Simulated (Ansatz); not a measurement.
**Run report: CH₁₁BOSi₃, geometry relaxation (part 2 of 2)**

CH₁₁BOSi₃; RKS PBE0/STO-3G (Ansatz 0.2.0). It belongs to a series of runs on one base structure; here: start relaxed.

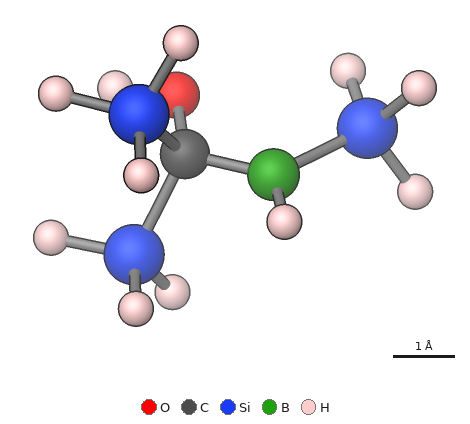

**Figure 1.** The geometry at step 6 of the log (ball-and-stick view, seen at a tilt).

Trajectory as extended XYZ, continued:
```
17
Properties=species:S:1:pos:R:3:forces:R:3 step=2 energy=-27234.20534
O    -1.1157   -1.2210   -0.1664   -0.7999  -0.3037   0.5936
C    -0.0138   -0.3050   -0.3588    0.2013   1.0766   0.4167
Si    1.6587   -1.2004   -0.3628    0.1889  -0.5332  -0.4651
Si   -0.2142    0.7798   -1.9182    1.0680  -0.6439  -0.4582
B     0.0767    0.7201    0.8042    0.0631  -0.3133  -0.1521
Si   -1.1861    0.7053    2.3093   -0.0381   0.1132   0.2087
H    -1.1418   -1.7916   -1.0028    0.2372  -0.1768  -0.4788
H     1.6042   -2.1390   -1.4656    0.0920   0.0904   0.0101
H     1.8078   -2.0030    0.8270    0.0612   0.1822   0.1152
H     2.7892   -0.3203   -0.5585   -0.0989   0.0024   0.0900
H    -0.2442   -0.1371   -3.0421   -0.1275   0.1309   0.0566
H     0.9205    1.6512   -2.1015    0.0348  -0.0009   0.0665
H    -1.3886    1.5637   -1.9241   -0.7849   0.3807   0.1207
H     0.9723    1.4909    0.7505   -0.2798  -0.1071   0.0839
H    -1.8346    1.9930    2.4245   -0.0242  -0.0008  -0.0393
H    -2.2276   -0.3015    2.2660    0.1540   0.1136  -0.1122
H    -0.4817    0.5149    3.5595    0.0527  -0.0104  -0.0564
17
Properties=species:S:1:pos:R:3:forces:R:3 step=3 energy=-27234.28915
O    -1.1407   -1.2380   -0.1966   -0.3493  -0.2846  -0.0071
C    -0.0279   -0.3017   -0.3457    0.1954   0.3296   0.0728
Si    1.6472   -1.2174   -0.3963    0.0428  -0.1328   0.0194
Si   -0.1823    0.7635   -1.9288    0.2202  -0.1178  -0.0637
B     0.0550    0.6978    0.8312   -0.0097  -0.0058  -0.1931
Si   -1.1912    0.7322    2.3463   -0.0045  -0.0387  -0.0002
H    -1.0865   -1.8181   -1.0398    0.0853   0.0953   0.0425
H     1.6135   -2.1460   -1.5051   -0.0112   0.0316   0.0169
H     1.8185   -1.9748    0.8186    0.0622  -0.0078   0.0223
H     2.7603   -0.3180   -0.5743   -0.0101   0.0501  -0.0049
H    -0.2478   -0.1368   -3.0593   -0.0156   0.0162   0.0301
H     0.9589    1.6324   -2.0927   -0.0010  -0.0313   0.0235
H    -1.3808    1.5492   -1.9044   -0.2194   0.1444   0.0119
H     0.9224    1.4908    0.7757   -0.0331  -0.0647   0.0398
H    -1.8417    2.0205    2.4462    0.0290  -0.0031  -0.0302
H    -2.2243   -0.2731    2.2801    0.0059   0.0197   0.0170
H    -0.4714    0.5375    3.5851    0.0131  -0.0004   0.0029
17
Properties=species:S:1:pos:R:3:forces:R:3 step=4 energy=-27234.27875 accepted=F
O    -1.1661   -1.2773   -0.2425    0.0430   0.4203   0.4693
C    -0.0520   -0.3166   -0.3429    0.3412   0.2830  -0.1046
Si    1.6392   -1.2154   -0.3789   -0.0152  -0.1178  -0.0723
Si   -0.1895    0.7648   -1.9207    0.1180  -0.1372  -0.0817
B     0.0600    0.6945    0.8232   -0.5326  -0.3694   0.0351
Si   -1.1824    0.7302    2.3398   -0.0093   0.0267   0.0798
H    -1.0609   -1.8269   -1.0914    0.0701  -0.1512  -0.2724
H     1.6139   -2.1542   -1.4794   -0.0078   0.0163   0.0260
H     1.8421   -1.9581    0.8411    0.0155   0.0157   0.0173
H     2.7353   -0.2999   -0.5794   -0.0134   0.0497   0.0049
H    -0.2665   -0.1278   -3.0571   -0.0226   0.0193   0.0333
H     0.9649    1.6152   -2.0836    0.0125  -0.0143   0.0385
H    -1.3791    1.5730   -1.8970   -0.1040   0.0614   0.0288
H     0.9218    1.4913    0.8012    0.0673  -0.1135  -0.1803
H    -1.8176    2.0259    2.4325    0.0002   0.0082  -0.0114
H    -2.2286   -0.2635    2.3007    0.0316   0.0087  -0.0271
H    -0.4535    0.5446    3.5745    0.0056  -0.0060   0.0165
17
Properties=species:S:1:pos:R:3:forces:R:3 step=5 energy=-27234.29878
O    -1.1587   -1.2472   -0.2192   -0.0119  -0.0367  -0.0553
C    -0.0364   -0.3038   -0.3468    0.0352   0.0414  -0.0053
Si    1.6448   -1.2203   -0.3878   -0.0118   0.0334   0.0196
Si   -0.1811    0.7638   -1.9307   -0.0185   0.0017   0.0212
B     0.0403    0.6948    0.8231    0.0301  -0.0957   0.0450
Si   -1.1909    0.7309    2.3488   -0.0113   0.0205  -0.0409
H    -1.0639   -1.8229   -1.0612   -0.0143   0.0226   0.0385
H     1.6115   -2.1485   -1.4953   -0.0037  -0.0078   0.0095
H     1.8459   -1.9667    0.8310    0.0055   0.0060  -0.0067
H     2.7407   -0.3013   -0.5790   -0.0090   0.0097  -0.0099
H    -0.2607   -0.1341   -3.0606   -0.0029   0.0025  -0.0006
H     0.9715    1.6180   -2.0868   -0.0011  -0.0086  -0.0053
H    -1.3815    1.5654   -1.8993    0.0289   0.0000  -0.0018
H     0.9203    1.4716    0.7866   -0.0120   0.0129  -0.0220
H    -1.8281    2.0261    2.4382   -0.0005  -0.0028   0.0071
H    -2.2311   -0.2666    2.2962   -0.0121  -0.0002   0.0162
H    -0.4614    0.5407    3.5829    0.0093   0.0011  -0.0094
17
Properties=species:S:1:pos:R:3:forces:R:3 step=6 energy=-27234.30130
O    -1.1618   -1.2472   -0.2315   -0.0002  -0.0231  -0.0155
C    -0.0372   -0.3045   -0.3477    0.0088   0.0089  -0.0240
Si    1.6451   -1.2177   -0.3866   -0.0195   0.0316   0.0021
Si   -0.1747    0.7680   -1.9286   -0.0023  -0.0154   0.0286
B     0.0368    0.6870    0.8271   -0.0129  -0.0240   0.0094
Si   -1.1978    0.7236    2.3497    0.0084   0.0021  -0.0142
H    -1.0577   -1.8236   -1.0714   -0.0130   0.0115   0.0182
H     1.5987   -2.1716   -1.4708   -0.0050  -0.0158  -0.0013
H     1.8696   -1.9344    0.8450    0.0100   0.0001   0.0109
H     2.7304   -0.2971   -0.6200    0.0145   0.0142   0.0016
H    -0.2884   -0.1270   -3.0573   -0.0045  -0.0062  -0.0058
H     0.9990    1.5894   -2.0966    0.0064   0.0143  -0.0069
H    -1.3528    1.6000   -1.8855    0.0099   0.0138  -0.0008
H     0.9089    1.4730    0.7895    0.0027  -0.0135  -0.0086
H    -1.8430    2.0151    2.4335    0.0004   0.0014  -0.0021
H    -2.2318   -0.2812    2.3093   -0.0037   0.0012   0.0059
H    -0.4621    0.5478    3.5821    0.0002  -0.0010   0.0026
17
Properties=species:S:1:pos:R:3:forces:R:3 step=7 energy=-27234.30256
O    -1.1594   -1.2567   -0.2388    0.0139   0.0156  -0.0080
C    -0.0385   -0.3087   -0.3506   -0.0042  -0.0137   0.0138
Si    1.6491   -1.2112   -0.3858   -0.0021  -0.0101  -0.0052
Si   -0.1735    0.7714   -1.9252   -0.0072  -0.0009  -0.0105
B     0.0329    0.6763    0.8290   -0.0060  -0.0060  -0.0022
Si   -1.2037    0.7198    2.3487    0.0014  -0.0079   0.0040
H    -1.0560   -1.8259   -1.0831   -0.0056   0.0003  -0.0007
H     1.5951   -2.1897   -1.4485    0.0030  -0.0019   0.0060
H     1.8920   -1.9010    0.8580    0.0084   0.0051   0.0025
H     2.7279   -0.2902   -0.6504   -0.0053   0.0044   0.0052
H    -0.3177   -0.1213   -3.0527   -0.0044   0.0023  -0.0031
H     1.0127    1.5722   -2.1096   -0.0013  -0.0018   0.0088
H    -1.3333    1.6281   -1.8695    0.0023   0.0058   0.0005
H     0.9091    1.4574    0.7959    0.0079   0.0053  -0.0065
H    -1.8418    2.0150    2.4289   -0.0007   0.0019  -0.0044
H    -2.2435   -0.2794    2.3111    0.0011   0.0031   0.0000
H    -0.4703    0.5437    3.5826   -0.0013  -0.0015  -0.0002
17
Properties=species:S:1:pos:R:3:forces:R:3 step=8 energy=-27234.30292
O    -1.1600   -1.2596   -0.2455   -0.0098   0.0036   0.0193
C    -0.0391   -0.3125   -0.3529   -0.0163  -0.0163  -0.0071
Si    1.6513   -1.2101   -0.3834    0.0272  -0.0050   0.0012
Si   -0.1740    0.7740   -1.9231    0.0173   0.0164  -0.0124
B     0.0315    0.6701    0.8283    0.0059   0.0060  -0.0001
Si   -1.2060    0.7144    2.3468   -0.0049  -0.0027   0.0037
H    -1.0593   -1.8241   -1.0928    0.0033  -0.0060  -0.0106
H     1.5956   -2.2116   -1.4251    0.0008   0.0130   0.0135
H     1.9137   -1.8711    0.8728   -0.0057   0.0067  -0.0137
H     2.7201   -0.2848   -0.6748   -0.0097  -0.0140   0.0014
H    -0.3449   -0.1115   -3.0533    0.0010   0.0087   0.0107
H     1.0253    1.5545   -2.1121   -0.0113  -0.0058  -0.0045
H    -1.3159    1.6535   -1.8539   -0.0002  -0.0060   0.0014
H     0.9082    1.4513    0.7954    0.0001  -0.0017  -0.0008
H    -1.8440    2.0101    2.4207   -0.0007   0.0006   0.0021
H    -2.2465   -0.2841    2.3105    0.0045   0.0015  -0.0024
H    -0.4748    0.5415    3.5826   -0.0015   0.0010  -0.0016
17
Properties=species:S:1:pos:R:3:forces:R:3 step=9 energy=-27234.30299
O    -1.1609   -1.2594   -0.2447    0.0076   0.0073   0.0015
C    -0.0392   -0.3131   -0.3534   -0.0061  -0.0064   0.0010
Si    1.6518   -1.2103   -0.3825    0.0066  -0.0061   0.0008
Si   -0.1736    0.7752   -1.9229   -0.0055   0.0019  -0.0062
B     0.0324    0.6701    0.8275   -0.0008   0.0079   0.0003
Si   -1.2055    0.7144    2.3458   -0.0004  -0.0013   0.0021
H    -1.0606   -1.8245   -1.0919    0.0001  -0.0026  -0.0030
H     1.5965   -2.2122   -1.4232    0.0006   0.0032   0.0037
H     1.9123   -1.8708    0.8740   -0.0015   0.0034  -0.0052
H     2.7214   -0.2866   -0.6739   -0.0043  -0.0036   0.0009
H    -0.3450   -0.1094   -3.0533    0.0015   0.0028   0.0027
H     1.0241    1.5570   -2.1137   -0.0035  -0.0019   0.0016
H    -1.3175    1.6522   -1.8521    0.0046  -0.0018   0.0002
H     0.9091    1.4512    0.7938    0.0012  -0.0025   0.0000
H    -1.8442    2.0098    2.4209   -0.0001  -0.0004  -0.0003
H    -2.2452   -0.2848    2.3080    0.0007   0.0004  -0.0002
H    -0.4747    0.5410    3.5816   -0.0008  -0.0002   0.0002
```

This output came from the following input.

The input:
```yaml
crystal:
  periodic: [false, false, false]
  atoms:
    - { symbol: O, position_ang: [-1.0443, -1.1895, -0.1828] }
    - { symbol: C, position_ang: [-0.005, -0.2802, -0.364] }
    - { symbol: Si, position_ang: [1.5711, -1.2489, -0.4419] }
    - { symbol: Si, position_ang: [-0.1205, 0.729, -1.9476] }
    - { symbol: B, position_ang: [0.0842, 0.7356, 0.8451] }
    - { symbol: Si, position_ang: [-1.1848, 0.741, 2.3414] }
    - { symbol: H, position_ang: [-1.0855, -1.7593, -0.9688] }
    - { symbol: H, position_ang: [1.6065, -2.1638, -1.5728] }
    - { symbol: H, position_ang: [1.7692, -1.9956, 0.8613] }
    - { symbol: H, position_ang: [2.7399, -0.3261, -0.5654] }
    - { symbol: H, position_ang: [-0.2566, -0.1942, -3.0745] }
    - { symbol: H, position_ang: [0.9669, 1.6401, -2.0808] }
    - { symbol: H, position_ang: [-1.4895, 1.5235, -1.8988] }
    - { symbol: H, position_ang: [0.9203, 1.5615, 0.9035] }
    - { symbol: H, position_ang: [-1.8654, 2.0117, 2.4158] }
    - { symbol: H, position_ang: [-2.1798, -0.3002, 2.1733] }
    - { symbol: H, position_ang: [-0.4456, 0.5152, 3.5972] }
basis:
  gaussian: { orbitals: STO-3G }
hamiltonian:
  xc: pbe0
relax:
  f_tol: 0.02
  max_steps: 40
scf:
  lower_state_search: "off"
```

Launch command:
```bash
ansatz run input.yaml --threads 1 --pin off --max-ram 2048MiB --backend cpu --events-out ev --progress --plain --runs-dir out
```

Results in brief:

| quantity | value |
| --- | --- |
| outcome | converged |
| total energy | −27234.3030 eV |
| mean-field energy | −27234.3030 eV |
| largest force (length of the vector) at the end | 0.011 eV/Å |
| hardware | 1 thread of Arm Neoverse V1, 24 GiB of memory available, shared host |
| wall time | 39 s |
| peak memory | 0.14 GiB |
